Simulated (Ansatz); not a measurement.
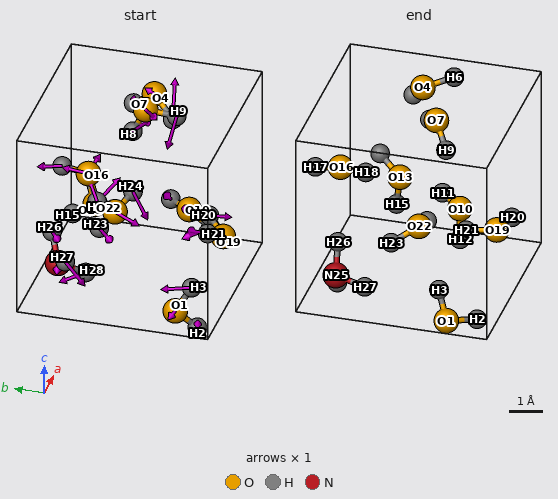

The structure of an amorphous cell of composition H19NO8 before (left) and after (right) a relaxation, at one scale. The purple arrows give the displacements, at their true length.

The picture is a ball-and-stick view of the cell of the calculation, seen from a free direction.

The cell holds 8 H2O + 1 NH3. The run prepares the start of a later molecular dynamics calculation, from a guessed geometry.

Method: Ansatz, DFT PBE-D3(BJ), scalar-relativistic, plane waves, PAW. Set-up: plane-wave cutoff 420 eV; k-point mesh 1 × 1 × 1; occupations fermi dirac; smearing width 0.02 eV; no spin polarisation; atoms relaxed in a fixed cell; force threshold 0.3 eV/Å; at most 15 steps.

What changed between the two?

The relaxation stopped without meeting its thresholds, so the last structure isn't shown to be converged. It used up its limit of 15 steps. The atom that moves furthest is an H atom (1.45 Å roughly along [0 −3 1]). Largest moves by element: H 1.45 Å, O 1.18 Å, N 0.53 Å. The lattice vectors keep their values. Among the contacts that change: H–O 0.969 → 1.022 Å, H–O 0.969 → 0.996 Å, H–N 1.017 → 1.025 Å, H–O 0.969 → 0.975 Å. Among the angles between lasting bonds that change: H–O–H 104.0° → 109.3°, H–O–H 104.0° → 107.2°, H–O–H 104.0° → 101.5°. The energy falls by 195 meV per atom in 14 geometry steps. The largest force component goes from 1.6 to 0.37 eV/Å.

Limits of the set-up: the periodic images lie only 6.1 Å apart, so the values are limited by the cell's size.
